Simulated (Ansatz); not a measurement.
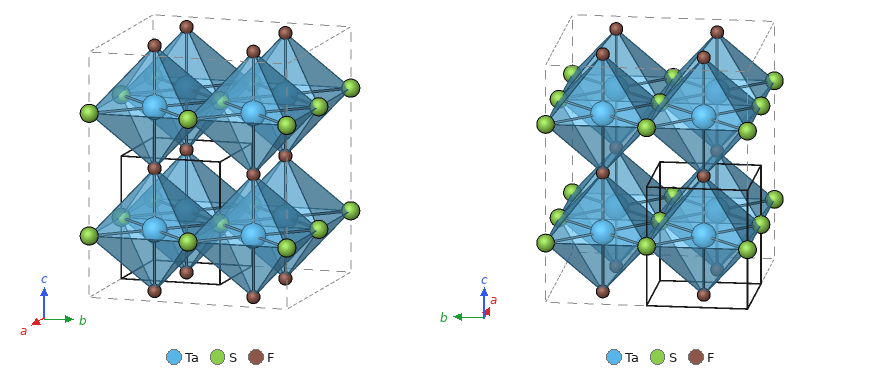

Polyhedra are drawn about Ta (bonds: F–Ta below 2.3 Å and S–Ta below 2.8 Å); other atoms are plain spheres. Two views of the same piece.

TaSF (space group P4/mmm, No. 123): the geometry relaxed with DFT PBE, scalar-relativistic, plane waves, PAW (Ansatz); the starting structure was generated, so it need not be a known form of this composition.

> What figure surrounds each Ta atom, and what does it share with the other drawn polyhedra?

Ta: TaS4F2 octahedron, sharing corners with six neighbours and edges with four neighbours.

> How do these polyhedra hang together as a whole?

They form a three-dimensional framework of corner- and edge-sharing octahedra.
